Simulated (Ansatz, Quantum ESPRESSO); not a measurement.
# LaZn (Pm-3m): zone-centre phonons, part 2 of 2

Which modes does LaZn (Pm-3m) have at the zone centre?

Quantum ESPRESSO 7.5; DFT PBEsol, scalar-relativistic, plane waves, GBRV ultrasoft pseudopotentials.

So far. Step 2 (A probe with smearing): No gap opens on this mesh, so smearing is kept; the start stands at -2.5 GPa. Step 4 (Ground state): The cell stands at 0.044 GPa, close enough for phonons. The relaxed cell has a = 3.691 Å (conventional setting).

**5. Zone-centre response**

At q = 0 one unit cell holds all displacements; symmetry groups them into irreducible representations that are solved one by one. With smeared occupations no response to a homogeneous field can be asked.

ph.in

```
phonons
&inputph
   prefix = 'x'
   outdir = './tmp'
   fildyn = 'g.dyn'
   tr2_ph = 1.0d-18
   alpha_mix(1) = 0.4
   nmix_ph = 8
/
0.000000000 0.000000000 0.000000000
```

The run is started by

```console
$ OMP_NUM_THREADS=1 mpirun -n 4 ph.x -nk 4 -in ph.in > ph.out
```

Numbers of over 12 decimals in the logs are rounded to 6 here.

The program printed:

```text
[banners, grids, parts of the stress and lines that vanish by symmetry left out]
[banner, memory and clock lines left out]
Program PHONON v.7.5

     ./tmp/x.save/

     IMPORTANT: XC functional enforced from input :
     Exchange-correlation= PBESOL
                           (   1   4  10   8   0   0   0)
     Any further DFT definition will be discarded
     Please, verify this is what you really want

     G-vector sticks info

     Check: negative core charge=   -0.000002

     negative rho (up, down):  5.619E-02 0.000E+00
     Reading collected, re-writing distributed wavefunctions in ./tmp/

     Number and degeneracy of irreps per q-point
       N         xq(1)         xq(2)         xq(3)   N irreps
       1   0.000000000   0.000000000   0.000000000       2
        3   3

     Calculation of q =    0.0000000   0.0000000   0.0000000

     phonons

     bravais-lattice index     =            0
     lattice parameter (alat)  =       6.9754  a.u.
     unit-cell volume          =     339.3918 (a.u.)^3
     number of atoms/cell      =            2
     number of atomic types    =            2
     kinetic-energy cut-off    =      45.0000  Ry
     charge density cut-off    =     270.0000  Ry
     convergence threshold     =      1.0E-18
     beta                      =       0.4000
     number of iterations used =            8
     Exchange-correlation= PBESOL
                           (   1   4  10   8   0   0   0)

     celldm(1)=    6.97537  celldm(2)=    0.00000  celldm(3)=    0.00000
     celldm(4)=    0.00000  celldm(5)=    0.00000  celldm(6)=    0.00000

     crystal axes: (cart. coord. in units of alat)
               a(1) = (  1.0000  0.0000  0.0000 )
               a(2) = (  0.0000  1.0000  0.0000 )
               a(3) = (  0.0000  0.0000  1.0000 )

     reciprocal axes: (cart. coord. in units 2 pi/alat)
               b(1) = (  1.0000  0.0000  0.0000 )
               b(2) = (  0.0000  1.0000  0.0000 )
               b(3) = (  0.0000  0.0000  1.0000 )

     Atoms inside the unit cell:

     Cartesian axes

     site n.  atom      mass           positions (alat units)
        1  La    138.9055   tau(    1) = (    0.50000    0.50000    0.50000  )
        2  Zn     65.3800   tau(    2) = (    0.00000    0.00000    0.00000  )

     Computing dynamical matrix for
                    q = (   0.0000000   0.0000000   0.0000000 )

     49 Sym.Ops. (with q -> -q+G )

     G cutoff =  332.7654  (  25413 G-vectors)     FFT grid: ( 40, 40, 40)
     G cutoff =  221.8436  (  13805 G-vectors)  smooth grid: ( 30, 30, 30)

     number of k points=    35  Marzari-Vanderbilt smearing, width (Ry)=  0.0200
                       cart. coord. in units 2pi/alat
        k(    1) = (   0.0000000   0.0000000   0.0000000), wk =   0.0039062
        k(    2) = (   0.0000000   0.0000000   0.1250000), wk =   0.0234375
        k(    3) = (   0.0000000   0.0000000   0.2500000), wk =   0.0234375
        [... further k-points left out ...]

     PseudoPot. # 1 for La read from file:
     ./pseudo/La.upf
     Pseudo is Ultrasoft + core correction, Zval = 11.0
     Using radial grid of  995 points,  8 beta functions with:
                l(1) =   0
                l(2) =   0
                l(3) =   1
                l(4) =   1
                l(5) =   2
                l(6) =   2
                l(7) =   3
                l(8) =   3
     Q(r) pseudized with  8 coefficients,  rinner =    1.700   1.700   1.700
                                                       1.700   1.700   1.700
                                                       1.700

     PseudoPot. # 2 for Zn read from file:
     ./pseudo/Zn.upf
     Pseudo is Ultrasoft, Zval = 20.0
     Using radial grid of  943 points,  6 beta functions with:
                l(1) =   0
                l(2) =   0
                l(3) =   1
                l(4) =   1
                l(5) =   2
                l(6) =   2
     Q(r) pseudized with  8 coefficients,  rinner =    1.100   1.100   1.100
                                                       1.100   1.100

     Mode symmetry, O_h (m-3m)  point group:

     Atomic displacements:
     There are    2 irreducible representations

     Representation     1      3 modes -  To be done

     Representation     2      3 modes -  To be done

     Alpha used in Ewald sum =   2.5000

     negative rho (up, down):  5.619E-02 0.000E+00

     Representation #   1 modes #   1   2   3

     Self-consistent Calculation
      thresh= 1.000E-02 alpha_mix =  0.400 |ddv_scf|^2 =  1.364E-05
      thresh= 3.694E-04 alpha_mix =  0.400 |ddv_scf|^2 =  1.189E-06
      thresh= 1.090E-04 alpha_mix =  0.400 |ddv_scf|^2 =  1.244E-07
      thresh= 3.527E-05 alpha_mix =  0.400 |ddv_scf|^2 =  3.131E-09
      thresh= 5.596E-06 alpha_mix =  0.400 |ddv_scf|^2 =  2.064E-11
      thresh= 4.543E-07 alpha_mix =  0.400 |ddv_scf|^2 =  3.290E-12
      thresh= 1.814E-07 alpha_mix =  0.400 |ddv_scf|^2 =  2.571E-14
      thresh= 1.603E-08 alpha_mix =  0.400 |ddv_scf|^2 =  2.222E-16
      thresh= 1.491E-09 alpha_mix =  0.400 |ddv_scf|^2 =  5.307E-17
      thresh= 7.285E-10 alpha_mix =  0.400 |ddv_scf|^2 =  1.182E-19

     End of self-consistent calculation

     Convergence has been achieved

     Representation #   2 modes #   4   5   6

     Self-consistent Calculation
      thresh= 1.000E-02 alpha_mix =  0.400 |ddv_scf|^2 =  6.570E-07
      thresh= 8.106E-05 alpha_mix =  0.400 |ddv_scf|^2 =  2.281E-08
      thresh= 1.510E-05 alpha_mix =  0.400 |ddv_scf|^2 =  5.268E-09
      thresh= 7.258E-06 alpha_mix =  0.400 |ddv_scf|^2 =  4.343E-11
      thresh= 6.590E-07 alpha_mix =  0.400 |ddv_scf|^2 =  1.110E-12
      thresh= 1.053E-07 alpha_mix =  0.400 |ddv_scf|^2 =  1.129E-13
      thresh= 3.360E-08 alpha_mix =  0.400 |ddv_scf|^2 =  1.943E-15
      thresh= 4.408E-09 alpha_mix =  0.400 |ddv_scf|^2 =  5.641E-18
      thresh= 2.375E-10 alpha_mix =  0.400 |ddv_scf|^2 =  1.388E-18
      thresh= 1.178E-10 alpha_mix =  0.400 |ddv_scf|^2 =  6.347E-21

     End of self-consistent calculation

     Convergence has been achieved

     Number of q in the star =    1
     List of q in the star:
          1   0.000000000   0.000000000   0.000000000

     Diagonalizing the dynamical matrix

     q = (    0.000000000   0.000000000   0.000000000 )

 **************************************************************************
     freq (    1) =      -0.455220 [THz] =     -15.184489 [cm-1]
     freq (    2) =      -0.455220 [THz] =     -15.184489 [cm-1]
     freq (    3) =      -0.455220 [THz] =     -15.184489 [cm-1]
     freq (    4) =       3.601214 [THz] =     120.123563 [cm-1]
     freq (    5) =       3.601214 [THz] =     120.123563 [cm-1]
     freq (    6) =       3.601214 [THz] =     120.123563 [cm-1]
 **************************************************************************

     Mode symmetry, O_h (m-3m)  point group:

     freq (   1-   3) =        -15.2  [cm-1]   --> T_1u G_15  G_4- I
     freq (   4-   6) =        120.1  [cm-1]   --> T_1u G_15  G_4- I
```

Wall time 95 s (4 MPI ranks of Intel Xeon Platinum 8488C (Sapphire Rapids), shared host).

This step gave:

| Item | Value |
| --- | --- |
| largest acoustic frequency at the zone centre before the sum rule | -15.18 cm⁻¹ |
| highest optical zone-centre mode (no LO-TO term) | 120.1 cm⁻¹ |
| lowest optical zone-centre mode | 120.1 cm⁻¹ |

The acoustic modes at Γ come out as far as 15.2 cm⁻¹ from zero, where they should vanish, a sizeable error of basis and grid or of the response kernel of this functional.

**6. Modes with the sum rule**

A rigid shift of the crystal must cost nothing, but grids and finite bases break this; the acoustic sum rule is imposed before the matrix is diagonalised again.

dynmat.in

```
&input
   fildyn = 'g.dyn'
   asr = 'simple'
   fileig = 'dynmat.eig'
/
```

The run is started by

```console
$ dynmat.x -in dynmat.in > dynmat.out
```

The program printed:

```text
[banner, memory and clock lines left out]
Program DYNMAT v.7.5

     Reading Dynamical Matrix from file g.dyn
     ...Force constants read
     ...epsilon and Z* not read (not found on file)
     A direction for q was not specified:TO-LO splitting will be absent

     Polarizability (A^3 units)
     multiply by 1.000000 for Clausius-Mossotti correction
         0.000000    0.000000    0.000000
         0.000000    0.000000    0.000000
         0.000000    0.000000    0.000000

     IR activities are in (D/A)^2/amu units

# mode   [cm-1]    [THz]      IR
    1     -0.00   -0.0000    0.0000
    2     -0.00   -0.0000    0.0000
    3      0.00    0.0000    0.0000
    4    121.56    3.6443    0.0000
    5    121.56    3.6443    0.0000
    6    121.56    3.6443    0.0000
```

It took 0.76 s on 1 thread.

Read from the output:

| Property | Result |
| --- | --- |
| highest optical zone-centre mode (no LO-TO term) | 121.6 cm⁻¹ |
| lowest optical zone-centre mode | 121.6 cm⁻¹ |

Unit eigenvectors of the mass-weighted matrix after the sum rule; no LO-TO term. Modes at Γ, with each element's share of the kinetic energy:

```csv
mode,frequency (cm⁻¹),symmetry,La %,Zn %
1,0.0,acoustic,68,32
2,0.0,acoustic,68,32
3,0.0,acoustic,68,32
4,121.6,T1u,32,68
5,121.6,T1u,32,68
6,121.6,T1u,32,68
```

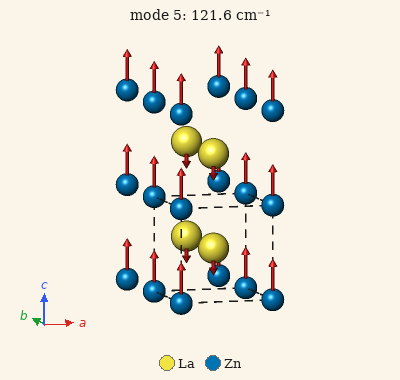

Displacement patterns of mode 5 at Γ; arrows are exaggerated. 1×2×2 cells are drawn. Some periodic images of atoms are drawn too.

The rule also moves an optical mode by 1.4 cm⁻¹.

**7. Sum rules set otherwise (asr no)**

Without the rule the raw error of the acoustic modes shows.

dynmat.in

```
&input
   fildyn = 'g.dyn'
   asr = 'no'
   fileig = 'dynmat.eig'
/
```

The run is started by

```console
$ dynmat.x -in dynmat.in > dynmat.out
```

The program printed:

```text
[banner, memory and clock lines left out]
Program DYNMAT v.7.5

     Reading Dynamical Matrix from file g.dyn
     ...Force constants read
     ...epsilon and Z* not read (not found on file)
     A direction for q was not specified:TO-LO splitting will be absent

     Polarizability (A^3 units)
     multiply by 1.000000 for Clausius-Mossotti correction
         0.000000    0.000000    0.000000
         0.000000    0.000000    0.000000
         0.000000    0.000000    0.000000

     IR activities are in (D/A)^2/amu units

# mode   [cm-1]    [THz]      IR
    1    -15.18   -0.4552    0.0000
    2    -15.18   -0.4552    0.0000
    3    -15.18   -0.4552    0.0000
    4    120.12    3.6012    0.0000
    5    120.12    3.6012    0.0000
    6    120.12    3.6012    0.0000
```

Elapsed: 0.72 s, on 1 thread.

Read from the output:

| Property | Result |
| --- | --- |
| highest optical zone-centre mode (no LO-TO term) | 120.1 cm⁻¹ |
| lowest optical zone-centre mode | 120.1 cm⁻¹ |

Zone-centre frequencies as printed; negative means imaginary. Modes:

```csv
mode,frequency (cm⁻¹)
1,-15.18
2,-15.18
3,-15.18
4,120.1
5,120.1
6,120.1
```

Against the first rule no mode moves by more than 15.2 cm⁻¹.

**8. Sum rules set otherwise: a sum rule for molecules or wires on a crystal**

This rule also removes rotations, which suits molecules and not a crystal; it is tried to see the harm.

dynmat.in

```
&input
   fildyn = 'g.dyn'
   asr = 'zero-dim'
   fileig = 'dynmat.eig'
/
```

The run is started by

```console
$ dynmat.x -in dynmat.in > dynmat.out
```

The program printed:

```text
[banner, memory and clock lines left out]
Program DYNMAT v.7.5

     Reading Dynamical Matrix from file g.dyn
     ...Force constants read
     ...epsilon and Z* not read (not found on file)
     Acoustic Sum Rule: || Z*(ASR) - Z*(orig)|| =    0.000000E+00
     Acoustic Sum Rule: ||dyn(ASR) - dyn(orig)||=    1.381652E-01
     A direction for q was not specified:TO-LO splitting will be absent

     Polarizability (A^3 units)
     multiply by 1.000000 for Clausius-Mossotti correction
         0.000000    0.000000    0.000000
         0.000000    0.000000    0.000000
         0.000000    0.000000    0.000000

     IR activities are in (D/A)^2/amu units

# mode   [cm-1]    [THz]      IR
    1     -0.00   -0.0000    0.0000
    2      0.00    0.0000    0.0000
    3      0.00    0.0000    0.0000
    4      0.00    0.0000    0.0000
    5      0.00    0.0000    0.0000
    6    120.47    3.6117    0.0000
```

Elapsed: 0.77 s, on 1 thread.

The program raised no error, yet the settings are not those of a careful run.

The fault: a sum rule for molecules or wires on a crystal; 2 optical modes are projected out to zero frequency, as if they were rotations.

For a crystal the rule has to be 'simple' or 'crystal'.

Zone-centre frequencies as printed; negative means imaginary. Modes:

```csv
mode,frequency (cm⁻¹)
1,0
2,0
3,0
4,0
5,0
6,120.5
```

**9. A second program**

The same cell goes through another code, with its own cutoff. It uses its own PAW datasets, so the potentials differ. Its k mesh is centred on Γ.

This step: DFT PBEsol, scalar-relativistic, plane waves, PAW (Ansatz 0.2.0).

input.yaml

```yaml
crystal:
  lattice:
    - [3.691205537, 0.0, 0.0]
    - [0.0, 3.691205537, 0.0]
    - [0.0, 0.0, 3.691205537]
  atoms:
    - { symbol: La, position: [0.5, 0.5, 0.5] }
    - { symbol: Zn, position: [0.0, 0.0, 0.0] }
kpoints:
  mp_grid: { grid: [8, 8, 8] }
hamiltonian:
  xc: pbesol
scf:
  occupations: { method: cold, width: 0.27211 }
output:
  eigenvalues: true
phonons:
  method: dfpt
```

The run is started by

```console
$ ansatz run input.yaml --threads 4 --pin off --max-ram 8192MiB --backend cpu --events-out ev --progress --plain --runs-dir out
```

The program printed:

```text
Engine: ansatz 0.2.0, x86_64-unknown-linux-gnu
Pseudopotentials: kind: paw
Pseudopotential: La, paw, valence charge 11, recommended cutoff 420 eV (normal), La.paw.azcp
Pseudopotential: Zn, paw, valence charge 12, recommended cutoff 420 eV (normal), Zn.paw.azcp
Functional definition: PBEsol
  exchange = pbesol_x
  correlation = pbesol_c
Crystal: 2 atoms, lattice volume = 50.293 Å³
Basis set: ecut = 420 eV, 1021 PW (Γ), exchange–correlation on 50×50×50 points (8 copies of the dense FFT grid, shifted against one another)
Bands: 16, of which v1, the nominal top of the filled ones, is band 12 counted from 1 (11 counted from 0)
Symmetry: 48 space group operations
k-points: 75 of 512 (irreducible under 8 space group operations, time reversal used)
Non-local potential: La, projectors of the file, l = 0: 3, l = 1: 2, l = 2: 2, l = 3: 3
Non-local potential: Zn, projectors of the file, l = 0: 2, l = 1: 2, l = 2: 3, l = 3: 1
PAW form: soft (Blöchl's): semilocal exchange-correlation on the pseudo side does not see the compensation charge
PAW frozen core: La, regenerated for the run's functional, and the local potential with it (the file was generated under x = pbe(κ = 0.804, μ = 0.219515), c = pbe(β = 0.066725))
PAW frozen core: Zn, regenerated for the run's functional, and the local potential with it (the file was generated under x = pbe(κ = 0.804, μ = 0.219515), c = pbe(β = 0.066725))
PAW one-centre angular grid: La, 590 points (default); XC on 64 Gauss nodes
PAW one-centre angular grid: Zn, 590 points (default); XC on 64 Gauss nodes
Initial density: superposition of atomic densities (neutral atoms: chi_scale 0, normalization atom), corrected by the library's trained network
Initial wavefunctions: pseudopotential atomic-orbital guess
Functional: x = pbesol(κ = 0.804, μ = 0.123457), c = pbesol(β = 0.046)
SCF iter   1: F=—  HF=-9442.724956 eV  |F-HF|=—  |Δ(HF+E_count)|=         —  Δρ=3.30e-3  dr2=2.71e-3  ethr=1.77e-3  ⟨swp⟩=4.5  Hψ=5174  notcnv=0
preconditioner: auto → none  [metal: Δε(μ)=0.035 eV  Ē_g=9.904 eV  σ=0.272 eV  W_gap=0.08  n_scr=6 (ndim 8)  ℏωp=24.0 eV  f_vac=0.000  D(μ)=2.42/eV (n_scr^D=26)  sad-step TF]
SCF iter   2: F=—  HF=-9442.723437 eV  |F-HF|=—  |Δ(HF+E_count)|=   1.52e-3  S|Δr|=    0.00e0  Δρ=1.00e-3  dr2=3.66e-4  ethr=1.18e-5  ⟨swp⟩=2.0  Hψ=2490  notcnv=0
SCF iter   3: F=—  HF=-9442.723276 eV  |F-HF|=—  |Δ(HF+E_count)|=   1.61e-4  S|Δr|=    0.00e0  Δρ=7.95e-4  dr2=1.82e-4  ethr=1.59e-6  ⟨swp⟩=2.0  Hψ=1789  notcnv=0
SCF iter   4: F=—  HF=-9442.723241 eV  |F-HF|=—  |Δ(HF+E_count)|=   3.52e-5  S|Δr|=    0.00e0  Δρ=1.58e-4  dr2=1.24e-5  ethr=7.90e-7  ⟨swp⟩=2.0  Hψ=1765  notcnv=0
SCF iter   5: F=—  HF=-9442.723240 eV  |F-HF|=—  |Δ(HF+E_count)|=   1.37e-6  S|Δr|=    0.00e0  Δρ=6.35e-5  dr2=8.89e-7  ethr=5.37e-8  ⟨swp⟩=2.4  Hψ=2038  notcnv=0
SCF iter   6: F=—  HF=-9442.723240 eV  |F-HF|=—  |Δ(HF+E_count)|=   8.00e-7  S|Δr|=    0.00e0  Δρ=1.14e-5  dr2=4.46e-8  ethr=3.86e-9  ⟨swp⟩=2.0  Hψ=1824  notcnv=0
SCF iter   7: F=—  HF=-9442.723240 eV  |F-HF|=—  |Δ(HF+E_count)|=   2.60e-8  S|Δr|=    0.00e0  Δρ=2.26e-6  dr2=1.04e-9  ethr=1.94e-10  ⟨swp⟩=2.1  Hψ=2061  notcnv=0
SCF iter   8: F=-9442.723240 eV  HF=-9442.723240 eV  |F-HF|=3.64e-12  |Δ(HF+E_count)|=  1.27e-10  S|Δr|=    0.00e0  Δρ=2.13e-7  dr2=7.58e-12  ethr=1.00e-12  ⟨swp⟩=4.9  Hψ=6306  notcnv=0
SCF 1 converged in 8 iterations: F = -9442.723240 eV  dr2 = 7.58e-12
  greatest PAW one-centre occupation: 0.983 electrons in one spin orbital (limit 2), on the Zn atom at site 1 (counted from 0), in its partial waves of l = 2
DFPT response loops at Γ: preconditioner auto → Kerker (q_TF=auto, 2.395 Å⁻¹) (partly filled bands, converged f_vac=0.000); β = 1.00, the filter's whole step (`scf.mixing.beta` (0.50) is not read by the response loops under this deck's `scf.mixing.preconditioner`; to damp them name `kerker` or `kerker_dos`, under which they read `scf.mixing.beta`, and type it under 1.00, their step now; both keys bind the ground state too); Broyden in place of MSR1
SCF converged after 8 iterations
Stability not checked: this state was not tested for a lower state beside it, because cold or Methfessel-Paxton smearing, or corrected tetrahedra, fill the levels in a way that the test cannot read (fill_not_monotonic; see scf.lower_state_search)
Free energy (F): -9442.723240 eV
Harris-Foulkes:  -9442.723240 eV  (|F-HF|=3.64e-12)
Internal energy: -9442.710195 eV  (E = F + TS)
E sigma→0 (E₀):  -9442.718892 eV
Entropy (-TS):   -0.013045 eV (-6.523 meV/atom)
Fermi energy:    11.222025 eV
--- Per-component energies (eV) ---
  E_band       = 15.183221
  E_kinetic    = 324.397048
  E_local      = -2049.541868  (includes V_loc(G=0)·N_el)
  E_nonlocal   = 707.298222
  E_hartree    = 843.550853
  E_xc         = -274.962055
  E_vxc        = -200.819108  (∫ρ·V_xc dr)
  E_paw        = -7114.893987  (= ΣΔE_a)
  E_vpaw       = -453.252489  (= ΣTr[D̂ρ^β])
  E_aug_tail   = -0.000384  (compensation charges beyond the density's cutoff)
  E_ewald      = -1879.524888
  E_core_change = 0.966864  (= ΣΔE_core)
  E_smearing   = -0.013045  (= −TS)
  E_closure    = -0.000000  (closes the sum)
  Σ components = -9442.723240   (vs F -9442.723240, Δ=0.00e0)
--- Band table (eV; the first three rows and the last of 75) ---
  k-point 0: bands = [... 8 lower, 4.3387, 5.0818, 10.7899, 10.7899, 13.0476, 13.0476, 13.0476, 13.1976]
  k-point 1: bands = [... 8 lower, 4.3406, 5.3501, 10.8494, 10.9280, 12.8956, 13.0189, 13.0189, 13.1650]
  k-point 2: bands = [... 8 lower, 4.3452, 6.0606, 10.7607, 11.0093, 12.7628, 12.8768, 12.8768, 13.0714]
  k-point 74: bands = [... 8 lower, 4.4676, 9.0049, 9.0049, 9.0049, 9.6551, 13.2349, 13.2349, 13.2349]
--- Phonons (Γ-DFPT): 2 representative perturbations + reference, on 75 of 512 k-points (Σ response iterations 6) ---
  k mesh reduced under 8 symmetry operations, with k and −k counted as one. Each operation leaves every solved perturbation unchanged. A smaller set is not used because it would not reduce the number of displacements times k-points to solve
  ASR residual: 2.688e-4 → 0.000e0 eV/Å²; symmetrization residual: 4.959e-7 eV/Å²
  ASR residual per site (eV/Å²): 2.69e-4 8.55e-5
  Γ frequencies (cm⁻¹): 0.00 0.00 0.00 121.54 121.54 121.54
  non-analytic LO–TO correction: not included (Born effective charges unavailable; polar crystals: no LO–TO splitting at Γ)
```

It took 4.3 s on 4 threads; peak memory 0.62 GiB; 14 s of CPU time.

Numbers from this step:

```
sum-rule residual before enforcement             : 2.69e-4 eV/Å²
highest optical zone-centre mode (no LO-TO term) : 121.5 cm⁻¹
lowest optical zone-centre mode                  : 121.5 cm⁻¹
```

**10. Side by side: QE GBRV and Ansatz, PAW**

Worked out from the results:

```yaml
root_mean_square_difference: 0.02 cm⁻¹
largest_difference: 0.02 cm⁻¹
```

Frequencies side by side, by row:

```csv
q (reciprocal lattice),mode,QE GBRV (cm⁻¹),"Ansatz, PAW (cm⁻¹)"
0 0 0,1,0,0
0 0 0,2,0,0
0 0 0,3,0,0
0 0 0,4,121.6,121.5
0 0 0,5,121.6,121.5
0 0 0,6,121.6,121.5
```

At the zone centre the largest difference (acoustic modes at Γ apart) is 0.02 % of the highest mode.

**11. Outcome**

```yaml
space_group_after_relaxation: Pm-3m
volume_per_atom: 25.1 Å³
highest_optical_zone_centre_mode_no_lo_to_term: 121.6 cm⁻¹
imaginary_optical_modes_at_the_zone_centre_no_q_mesh_in_this_session: none
largest_difference_from_ansatz_paw: 0.02 cm⁻¹
```

At the PBEsol level the optical modes of LaZn (Pm-3m) at the zone centre lie at 122 cm⁻¹. QE GBRV and Ansatz, PAW agree to 0.02 cm⁻¹ (0.02 % of the highest mode compared) on all solved modes but the acoustic ones at Γ, without the LO-TO term. These are harmonic frequencies at zero temperature: anharmonic shifts and linewidths and thermal expansion are left out. Spin-orbit coupling is left out, which can matter for the heavy elements here. In a metal the frequencies hang on the k mesh and the smearing, most of all near Kohn anomalies. The runs are without spin polarisation, although the cell has an odd electron count or an open d or f shell, so a magnetic state was not tested.

[Host names and launcher messages were left out of these logs when they were recorded.]

[Logs are printed without paths, hosts, clocks, repeated set-up lines and the standing remarks that a program may print on its own settings, such as how far it seeks lower states.]

[Hosts, paths, dates, database ids (printed as entryN), source tags and the programs' standing remarks are cut or masked in the printed files.]
